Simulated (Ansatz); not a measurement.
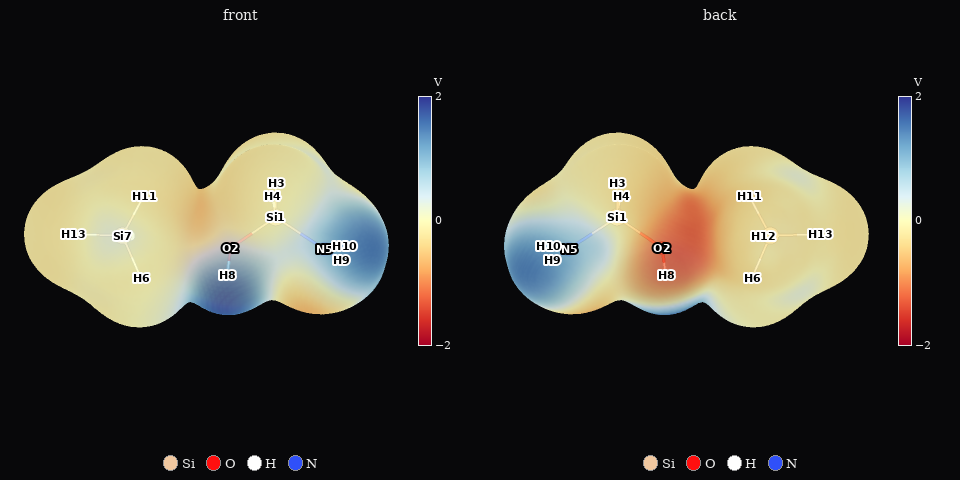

*H$_{5}$NOSi···SiH$_{4}$. The electrostatic potential painted on the density surface at 0.001 e/bohr³, seen from the front and from behind; the colour scale runs from red (negative) to blue (positive).*

Method: UKS PBE/6-31G* in Ansatz 0.2.0.

Input file:

```
crystal:
  periodic: [false, false, false]
  atoms:
    - { symbol: Si, position_ang: [-0.405547, -1.303066, -0.110467] }
    - { symbol: O, position_ang: [-1.855579, -0.442415, 0.274153] }
    - { symbol: H, position_ang: [-0.94726, -2.444436, -0.918136] }
    - { symbol: H, position_ang: [0.596584, -0.556474, -0.94059] }
    - { symbol: "N", position_ang: [0.436217, -1.704548, 1.35252] }
    - { symbol: H, position_ang: [-0.716896, 1.47958, -0.172667] }
    - { symbol: Si, position_ang: [0.458383, 2.052398, -0.799449] }
    - { symbol: H, position_ang: [-1.68604, 0.181337, 1.010083] }
    - { symbol: H, position_ang: [0.054835, -2.407682, 1.99075] }
    - { symbol: H, position_ang: [1.45591, -1.67223, 1.386911] }
    - { symbol: H, position_ang: [1.698182, 1.725294, -0.016371] }
    - { symbol: H, position_ang: [0.593142, 1.542947, -2.201587] }
    - { symbol: H, position_ang: [0.318268, 3.549296, -0.85505] }
magnetization:
  spin_polarized: true
basis:
  gaussian: { orbitals: "6-31G*" }
hamiltonian:
  xc: pbe
relax:
  f_tol: 0.03
  max_steps: 50
output:
  orbitals: {}
```

Launched as:

```sh
ansatz run input.yaml --threads 2 --pin off --max-ram 3072MiB --backend cpu --events-out ev --progress --plain --runs-dir out
```

The fields are those of the run's last geometry, not of the input's.

### Where is the surface potential most negative and most positive?

The most negative region (about −1.4 V) lies over O2, the most positive (about +1.8 V) over H8. O2 is the likeliest acceptor of a hydrogen bond.
